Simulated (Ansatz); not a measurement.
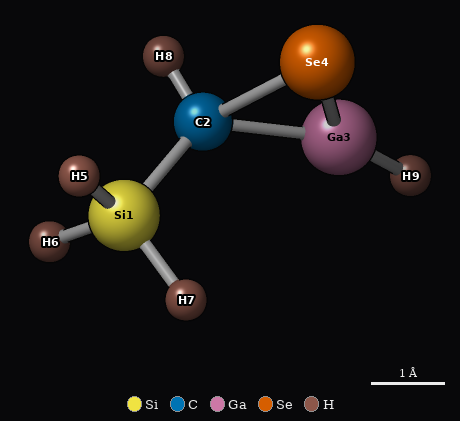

Starting structure of CH₅GaSeSi. Style: ball-and-stick. Shown at a tilt.

The start comes from GFN2-xTB.

Computed with RKS PBE0-D4/def2-TZVP (Ansatz 0.2.0).

Input
```yaml
crystal:
  periodic: [false, false, false]
  atoms:
    - {symbol: Si, position_ang: [-0.247680, 1.218280, -0.771640]}
    - {symbol: C, position_ang: [-0.472320, -0.469790, 0.064480]}
    - {symbol: Ga, position_ang: [0.687570, -1.319260, 1.441610]}
    - {symbol: Se, position_ang: [0.964310, -1.971950, -0.734470]}
    - {symbol: H, position_ang: [-0.373000, 1.132490, -2.227080]}
    - {symbol: H, position_ang: [-1.316500, 2.050870, -0.203690]}
    - {symbol: H, position_ang: [1.075260, 1.737560, -0.392050]}
    - {symbol: H, position_ang: [-1.441220, -0.934910, -0.126210]}
    - {symbol: H, position_ang: [1.123580, -1.443290, 2.949050]}
basis:
  gaussian: {orbitals: def2-TZVP}
hamiltonian: {xc: pbe0, dispersion: d4}
relax: {f_tol: 0.005, max_steps: 150}
```

Command:
```bash
ansatz run in.yaml --threads 4 --pin off --events-out ev --progress --plain --max-ram 10444MiB
```

**Where does the relaxation end?**

The largest moves after the best rigid fit, 0.13 Å, are those of C2 and H9. By element the largest moves are H 0.13 Å, C 0.12 Å, Ga 0.11 Å, Si 0.09 Å, Se 0.08 Å. Some distances before and after: C2–Se4 2.227 → 2.066 Å, C2–Ga3 1.991 → 1.939 Å, Si1–C2 1.897 → 1.851 Å, Ga3–H9 1.574 → 1.533 Å. Among the angles between lasting bonds that change: C2–Ga3–H9 149.0° → 156.6°, Se4–C2–H8 102.9° → 110.2°, Si1–C2–Ga3 128.0° → 121.5°. After 7 accepted moves (8 points after the start) the energy has fallen by 0.193 eV. Largest force component: 1.2 eV/Å at the start, 0.0012 eV/Å at the end. The line search rejected the trial step at point 7 of the run. The run took 36 s on 4 threads of AMD EPYC 7R13, on a shared host.

History of the run:

```json
{"step": "0", "E − E(0), eV": "0.0000", "largest force component, eV/Å": "1.2396", "note": ""}
{"step": "1", "E − E(0), eV": "-0.1556", "largest force component, eV/Å": "0.4587", "note": ""}
{"step": "2", "E − E(0), eV": "-0.1734", "largest force component, eV/Å": "0.5384", "note": ""}
{"step": "3", "E − E(0), eV": "-0.1888", "largest force component, eV/Å": "0.2007", "note": ""}
{"step": "4", "E − E(0), eV": "-0.1901", "largest force component, eV/Å": "0.0575", "note": ""}
{"step": "5", "E − E(0), eV": "-0.1925", "largest force component, eV/Å": "0.0294", "note": ""}
{"step": "6", "E − E(0), eV": "-0.1926", "largest force component, eV/Å": "0.0056", "note": ""}
{"step": "7", "E − E(0), eV": "-0.1926", "largest force component, eV/Å": "0.0217", "note": "rejected"}
{"step": "8", "E − E(0), eV": "-0.1927", "largest force component, eV/Å": "0.0012", "note": ""}
```

Final geometry:

```xyz
9

Si   -0.2460    1.1406   -0.7208
C    -0.4711   -0.5588   -0.0230
Ga    0.6421   -1.2157    1.4226
Se    0.9313   -1.8983   -0.7360
H    -0.3350    1.1500   -2.2066
H    -1.2849    2.0602   -0.1741
H     1.0944    1.6557   -0.3278
H    -1.4696   -0.9839   -0.1009
H     1.1389   -1.3499    2.8665
```

The end point in the same view:

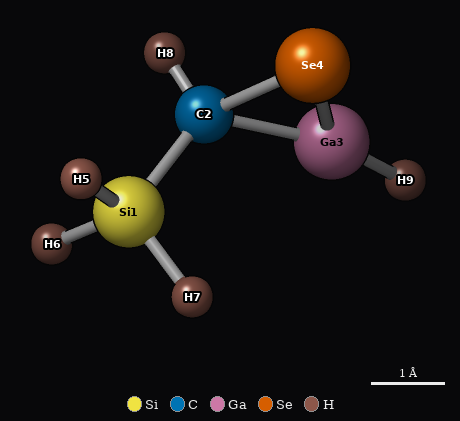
